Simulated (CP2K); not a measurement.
# BGeNH6 (SMILES B[NH][GeH3]): levels of theory compared

We compute a comparison of 4 runs (B3LYP/6-31G*, PM3, PM6, GFN2-xTB) of BGeNH6. 

The calculation is run with CP2K 2026.2.

3 further runs of the same task are left out: 3 set aside as unsound or not needed. Runs told in other sessions of the task aren't counted.

### Step 1. Starting point

BGeNH6 has 9 atoms, charge 0, and is taken as a singlet. SMILES: `B[NH][GeH3]`. The B1–H5 distance was set to 1.799 Å, away from the relaxed value. At this shape a bond of the SMILES string is far longer than usual.

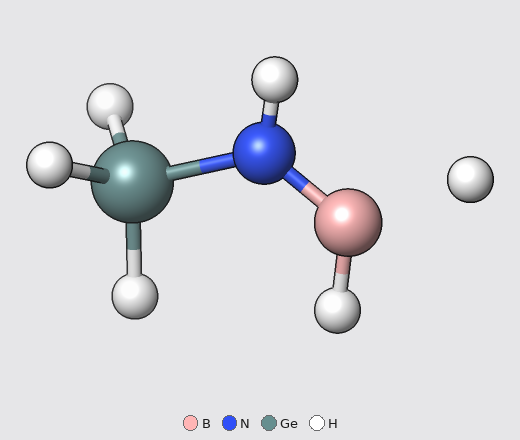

Viewed from a chosen angle; boron pink, nitrogen blue, germanium teal, hydrogen white.

### Step 2. The energy at B3LYP/6-31G(d) (spherical functions) (run 1)

qs.inp reads:

```
&GLOBAL
    PROJECT qs
    RUN_TYPE ENERGY
    PRINT_LEVEL MEDIUM
&END GLOBAL
&FORCE_EVAL
    METHOD QS
    &DFT
        BASIS_SET_FILE_NAME ./6_31gs.basis
        POTENTIAL_FILE_NAME POTENTIAL
        &QS
            METHOD GAPW
            EPS_DEFAULT 1.0E-10
        &END QS
        &MGRID
            CUTOFF 280
            REL_CUTOFF 50
            NGRIDS 4
        &END MGRID
        &POISSON
            PERIODIC NONE
            POISSON_SOLVER MULTIPOLE
        &END POISSON
        # SCF settings
        &SCF
            SCF_GUESS ATOMIC
            EPS_SCF 1.0E-07
            MAX_SCF 150
            ADDED_MOS 3
            &DIAGONALIZATION
                ALGORITHM STANDARD
            &END DIAGONALIZATION
            &MIXING
                METHOD DIRECT_P_MIXING
                ALPHA 0.4
            &END MIXING
        &END SCF
        &XC
            &XC_FUNCTIONAL
                &HYB_GGA_XC_B3LYP
                &END HYB_GGA_XC_B3LYP
            &END XC_FUNCTIONAL
            # exact exchange
            &HF
                FRACTION 0.2
                &SCREENING
                    EPS_SCHWARZ 1.0E-10
                &END SCREENING
                &MEMORY
                    MAX_MEMORY 1050
                &END MEMORY
            &END HF
        &END XC
        &PRINT
            &MOMENTS
                PERIODIC F
                REFERENCE COM
                MAX_MOMENT 1
            &END MOMENTS
            &MO ON
                ENERGIES T
                OCCUPATION_NUMBERS T
                NDIGITS 6
                &EACH
                    QS_SCF 0
                &END EACH
                ADD_LAST NUMERIC
            &END MO
            &LOWDIN ON
            &END LOWDIN
            &HIRSHFELD OFF
            &END HIRSHFELD
            &MO_MOLDEN ON
                NDIGITS 8
            &END MO_MOLDEN
        &END PRINT
    &END DFT
    &SUBSYS
        # vacuum box
        &CELL
            ABC 10.6 11.2 11.3
            PERIODIC NONE
        &END CELL
        &COORD
            B     -0.686444     0.120733    -0.906941
            N      0.164256     0.178333     0.193259
            Ge     0.852756    -1.270167     1.122559
            H     -1.030344    -0.949467    -1.325041
            H     -1.249100     1.647000    -1.674800
            H      0.441456     1.089633     0.528459
            H      2.389156    -1.223567     1.060859
            H      0.302456    -2.523967     0.440559
            H      0.404856    -1.184767     2.591659
        &END COORD
        &TOPOLOGY
            &CENTER_COORDINATES
            &END CENTER_COORDINATES
        &END TOPOLOGY
        &KIND B
            BASIS_SET 6-31Gs
            POTENTIAL ALL
            LEBEDEV_GRID 194
            RADIAL_GRID 100
        &END KIND
        &KIND N
            BASIS_SET 6-31Gs
            POTENTIAL ALL
            LEBEDEV_GRID 194
            RADIAL_GRID 100
        &END KIND
        &KIND Ge
            BASIS_SET 6-31Gs
            POTENTIAL ALL
            LEBEDEV_GRID 194
            RADIAL_GRID 100
        &END KIND
        &KIND H
            BASIS_SET 6-31Gs
            POTENTIAL ALL
            LEBEDEV_GRID 194
            RADIAL_GRID 100
        &END KIND
    &END SUBSYS
&END FORCE_EVAL
```

Launch:

```sh
$ OMP_NUM_THREADS=1 cp2k.psmp qs.inp > qs.out
```

Standard output:

```text
CP2K| version string:                                       CP2K version 2026.2
[...]
 GLOBAL| Method name                                                        CP2K
[...]
 GLOBAL| Run type                                                         ENERGY
[...]
 DFT| Spin restricted Kohn-Sham (RKS) calculation                            RKS
 DFT| Multiplicity                                                             1
[...]
 DFT| Charge                                                                   0
[...]
 FUNCTIONAL| HYB_GGA_XC_B3LYP:
[...]
 QS| Method:                                                                GAPW
[...]
 QS| Density cutoff [a.u.]:                                                140.0
[...]
 QS| Relative density cutoff [a.u.]:                                        25.0
[...]
                             - Atoms:                                          9
[...]
                             - Spherical basis functions:                     72
[...]
 Number of electrons:                                                         50
[...]
     1 P_Mix/Diag. 0.40E+00    8.0     0.70535147     -2160.2212511643 -2.16E+03
[...]
    15 DIIS/Diag.  0.47E-07    1.9     0.00000001     -2159.9346379507 -2.73E-12
  *** SCF run converged in    15 steps ***
[...]
  Overlap energy of the core charge distribution:               0.00002713933520
  Self energy of the core charge distribution:               -607.45006715048794
  Core Hamiltonian energy:                                  -1714.66323671605164
  Hartree energy:                                             150.25774021806689
  Exchange-correlation energy:                                -16.04136498230305
  Hartree-Fock Exchange energy:                               -17.97690869541502
[...]
  Dipole moment [Debye]
    X=  0.1655040E+01 Y= -0.8638453E+00 Z=  0.2160425E+01  Total=      2.8553149
 ENERGY| Total FORCE_EVAL ( QS ) energy [hartree]          -2159.934637950652359
[...]
```

Wall time 37 s (1 thread of Arm Neoverse V1, shared host); peak memory 0.74 GiB.

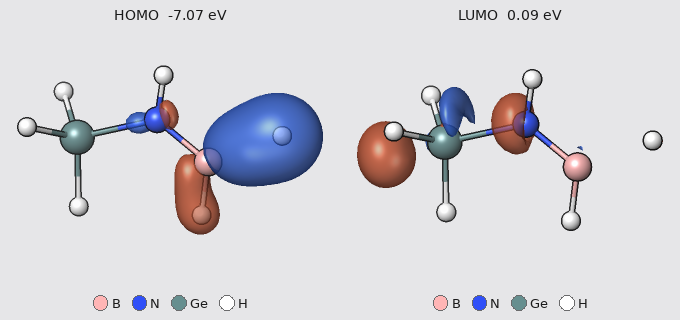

Frontier orbitals of this run, surfaces at ±0.2 Å^-3/2.

### Step 3. The energy at PM3 (run 2)

mol.inp reads:

```
&GLOBAL
    PROJECT_NAME mol
    RUN_TYPE ENERGY
    PRINT_LEVEL MEDIUM
&END

&FORCE_EVAL
    METHOD QS
    &DFT
        &QS
            METHOD PM3
            EPS_DEFAULT 1.0E-10
            &SE
                &COULOMB
                    CUTOFF [angstrom] 50
                    RC_RANGE [angstrom] 0
                &END
                &EXCHANGE
                    CUTOFF [angstrom] 50
                    RC_RANGE [angstrom] 0
                &END
            &END
        &END
        &POISSON
            PERIODIC NONE
            POISSON_SOLVER ANALYTIC
        &END
        &SCF
            SCF_GUESS ATOMIC
            EPS_SCF 1.0E-06
            MAX_SCF 100
            &DIAGONALIZATION
                ALGORITHM STANDARD
            &END
            &MIXING
                METHOD DIRECT_P_MIXING
                ALPHA 0.4
            &END
        &END
        &PRINT
            &MOMENTS
                PERIODIC F
                REFERENCE COM
                MAX_MOMENT 1
            &END
            &MO ON
                ENERGIES T
                OCCUPATION_NUMBERS T
                NDIGITS 6
                &EACH
                    QS_SCF 0
                &END
                ADD_LAST NUMERIC
            &END
            &HIRSHFELD OFF
            &END
        &END
    &END
    &SUBSYS
        &CELL
            ABC 11.6 12.2 12.3
            PERIODIC NONE
        &END
        &COORD
            UNIT bohr
            B     -1.2971912     0.2281523    -1.7138701
            N      0.3103989     0.3370005     0.3652066
            Ge     1.6114753    -2.4002678     2.1213291
            H     -1.9470680    -1.7942326    -2.5039646
            H     -2.3604569     3.1123789    -3.1649133
            H      0.8342309     2.0591079     0.9986428
            H      4.5148505    -2.3122065     2.0047330
            H      0.5715590    -4.7696064     0.8325359
            H      0.7650670    -2.2388852     4.8975257
        &END
        &TOPOLOGY
            &CENTER_COORDINATES
            &END
        &END
    &END
&END
```

Launch:

```sh
$ OMP_NUM_THREADS=1 cp2k.psmp mol.inp > mol.out
```

Standard output:

```text
CP2K| version string:                                       CP2K version 2026.2
[...]
 GLOBAL| Method name                                                        CP2K
[...]
 GLOBAL| Run type                                                         ENERGY
[...]
                             - Atoms:                                          9
[...]
                             - Spherical basis functions:                     18
[...]
 Number of electrons:                                                         18
[...]
     1 P_Mix/Diag. 0.40E+00    0.0     0.79895180       -10.6996682641 -1.07E+01
[...]
    21 DIIS/Diag.  0.19E-06    0.0     0.00000058       -14.6242183746 -2.65E-12
  *** SCF run converged in    21 steps ***
  Core-core repulsion energy [eV]:                            737.22141187221132
  Core Hamiltonian energy [eV]:                              -587.33806821667429
  Two-electron integral energy [eV]:                        -1095.65712689939005
  Electronic energy [eV]:                                   -1135.16663166636931
  Total energy [eV]:                                         -397.94521979415805
  Atomic reference energy [eV]:                               400.40101227223431
  Heat of formation [kcal/mol]:                                56.63192439283277
[...]
 SE_DIPOLE| Moment [Debye]         -1.29035259       0.76905905      -1.69058142
 SE_DIPOLE| Derivative [a.u.]       0.00000000       0.00000000       0.00000000
 ENERGY| Total FORCE_EVAL ( QS ) energy [hartree]            -14.624218374629901
[...]
```

Run time: 0.26 s. Hardware: 1 thread of Arm Neoverse V1, shared host.

### Step 4. A single-point energy at PM6 (run 3)

run.inp reads:

```
&GLOBAL
 PROJECT_NAME run
 RUN_TYPE ENERGY
 PRINT_LEVEL MEDIUM
&END

&FORCE_EVAL
 METHOD QS
 &DFT
  ! Quickstep
  &QS
   METHOD PM6
   EPS_DEFAULT 1.0E-10
   &SE
    &COULOMB
     CUTOFF [angstrom] 50
     RC_RANGE [angstrom] 0
    &END
    &EXCHANGE
     CUTOFF [angstrom] 50
     RC_RANGE [angstrom] 0
    &END
   &END
  &END
  ! isolated system
  &POISSON
   PERIODIC NONE
   POISSON_SOLVER ANALYTIC
  &END
  ! SCF settings
  &SCF
   SCF_GUESS ATOMIC
   EPS_SCF 1.0E-06
   MAX_SCF 30
   &OT
    MINIMIZER CG
    PRECONDITIONER FULL_SINGLE_INVERSE
   &END
   &OUTER_SCF
    EPS_SCF 1.0E-06
    MAX_SCF 8
   &END
  &END
  ! extra output
  &PRINT
   &MOMENTS
    PERIODIC F
    REFERENCE COM
    MAX_MOMENT 1
   &END
   &MO_CUBES
    NLUMO 1
    NHOMO -1
    WRITE_CUBE F
   &END
   &HIRSHFELD OFF
   &END
  &END
 &END
 ! atoms, cell and kinds
 &SUBSYS
  ! vacuum box
  &CELL
   ABC 11.6 12.2 12.3
   PERIODIC NONE
  &END
  &COORD
   B      4.543528     6.659216     4.784630
   N      5.394228     6.716816     5.884830
   Ge     6.082728     5.268316     6.814130
   H      4.199628     5.589016     4.366530
   H      3.980872     8.185484     4.016770
   H      5.671428     7.628116     6.220030
   H      7.619128     5.314916     6.752430
   H      5.532428     4.014516     6.132130
   H      5.634828     5.353716     8.283230
  &END
 &END
&END
```

Launch:

```sh
$ OMP_NUM_THREADS=1 cp2k.psmp run.inp > run.out
```

Standard output:

```text
CP2K| version string:                                       CP2K version 2026.2
[...]
 GLOBAL| Method name                                                        CP2K
[...]
 GLOBAL| Run type                                                         ENERGY
[...]
                             - Atoms:                                          9
[...]
                             - Spherical basis functions:                     18
[...]
 Number of electrons:                                                         18
[...]
     1 OT CG       0.80E-01    0.0     0.34414647       -11.2489699577 -1.12E+01
[...]
     9 OT CG       0.26E+00    0.0     0.00000085       -14.4928896461 -7.10E-11
  *** SCF run converged in     9 steps ***
  Core-core repulsion energy [eV]:                            768.84505181879024
  Core Hamiltonian energy [eV]:                              -596.95760500206882
  Two-electron integral energy [eV]:                        -1132.51806033270236
  Electronic energy [eV]:                                   -1163.21663516842000
  Total energy [eV]:                                         -394.37158334962976
  Atomic reference energy [eV]:                               396.86435267223430
  Heat of formation [kcal/mol]:                                57.48463075230927
[...]
 SE_DIPOLE| Moment [Debye]         -1.56802334       0.58604200      -2.04551794
 SE_DIPOLE| Derivative [a.u.]       0.00000000       0.00000000       0.00000000
 *** WARNING in qs_scf_post_se.F:140 :: Printing of MO cube files not ***
 *** implemented for Semi-Empirical method.                           ***
 ENERGY| Total FORCE_EVAL ( QS ) energy [hartree]            -14.492889646059293
[...]
```

Wall time 0.62 s (1 thread of Arm Neoverse V1, shared host).

### Step 5. A single-point energy at GFN2-xTB (run 4)

molecule.inp reads:

```
&FORCE_EVAL
   METHOD QUICKSTEP
   &DFT
      &QS
         METHOD XTB
         EPS_DEFAULT 1.0E-10
         &XTB
            GFN_TYPE TBLITE
            &TBLITE
               METHOD GFN2
            &END TBLITE
            CHECK_ATOMIC_CHARGES F
         &END XTB
      &END QS
      &POISSON
         PERIODIC NONE
         POISSON_SOLVER ANALYTIC
      &END POISSON
      &SCF
         SCF_GUESS ATOMIC
         EPS_SCF 1.0E-06
         MAX_SCF 150
         ADDED_MOS 8
         &DIAGONALIZATION
            ALGORITHM STANDARD
         &END DIAGONALIZATION
         &MIXING
            METHOD DIRECT_P_MIXING
            ALPHA 0.4
         &END MIXING
         &SMEAR ON
            METHOD FERMI_DIRAC
            ELECTRONIC_TEMPERATURE [K] 300
         &END SMEAR
      &END SCF
      &PRINT
         &MOMENTS
            PERIODIC F
            REFERENCE COM
            MAX_MOMENT 1
         &END MOMENTS
         &MO ON
            ENERGIES T
            OCCUPATION_NUMBERS T
            NDIGITS 6
            &EACH
               QS_SCF 0
            &END EACH
            ADD_LAST NUMERIC
         &END MO
         &HIRSHFELD OFF
         &END HIRSHFELD
      &END PRINT
   &END DFT
   &SUBSYS
      &CELL
         ABC 19.6 20.2 20.3
         PERIODIC NONE
      &END CELL
      &COORD
         B     -0.686444     0.120733    -0.906941
         N      0.164256     0.178333     0.193259
         Ge     0.852756    -1.270167     1.122559
         H     -1.030344    -0.949467    -1.325041
         H     -1.249100     1.647000    -1.674800
         H      0.441456     1.089633     0.528459
         H      2.389156    -1.223567     1.060859
         H      0.302456    -2.523967     0.440559
         H      0.404856    -1.184767     2.591659
      &END COORD
      &TOPOLOGY
         &CENTER_COORDINATES
         &END CENTER_COORDINATES
      &END TOPOLOGY
   &END SUBSYS
&END FORCE_EVAL

&GLOBAL
   PROJECT_NAME molecule
   RUN_TYPE ENERGY
   PRINT_LEVEL MEDIUM
&END GLOBAL
```

Launch:

```sh
$ OMP_NUM_THREADS=1 cp2k.psmp -i molecule.inp > molecule.out 2>&1
```

Standard output:

```text
CP2K| version string:                                       CP2K version 2026.2
[...]
 GLOBAL| Method name                                                        CP2K
[...]
 GLOBAL| Run type                                                         ENERGY
[...]
                             - Atoms:                                          9
[...]
                             - Spherical basis functions:                     23
[...]
 Number of electrons:                                                         18
[...]
  *** SCF run converged in    17 steps ***
[...]
  Fermi energy:                                                -0.24303538718796
[...]
 TB_DIPOLE| Moment [Debye]          1.58771063      -1.47609865       2.09481714
 TB_DIPOLE| Derivative [a.u.]       0.00000000       0.00000000       0.00000000
[...]
 ENERGY| Total FORCE_EVAL ( QS ) energy [hartree]             -9.103199931144669
[...]
```

It took 0.26 s on 1 thread of Arm Neoverse V1, shared host.

### Step 6. Overview of the runs

| run | level | scheme | SCF convergence threshold | energy (Eh) | dipole moment (D) | HOMO energy (eV) | wall time |
| --- | --- | --- | --- | --- | --- | --- | --- |
| 1 | B3LYP/6-31G* (spherical functions) | GAPW | 1e-07 | -2159.934638 | 2.86 | -7.07 | 37 s |
| 2 | PM3 | – | 1e-06 | -14.624218 | 2.26 | -9.52 | 0.26 s |
| 3 | PM6 | – | 1e-06 | -14.492890 | 2.64 | – | 0.62 s |
| 4 | GFN2-xTB | – | 1e-06 | -9.103200 | 3.01 | -10.36 | 0.26 s |

### Step 7. Outcome

```
                                        quantity          value
                             run 4: total energy    -9.10320 Eh
run 4: dipole moment (from atomic charges alone)         3.01 D
                              run 4: HOMO energy      -10.36 eV
                              run 4: LUMO energy       -5.72 eV
                            run 4: HOMO–LUMO gap        4.64 eV
                        run 4: dispersion energy  -13.09 kJ/mol
```

What this shows: The dipole moment (its size) runs from 2.26 D (PM3) to 3.01 D (GFN2-xTB). Some of these are taken from atomic charges alone. In all runs a closed-shell determinant meets a far-stretched bond; if it breaks into open shells, such a determinant describes it badly, and no broken-symmetry solution was shown. Force-field and semi-empirical energies have zeros of their own, so their totals don't compare. All runs together took 38 s, the longest 37 s.
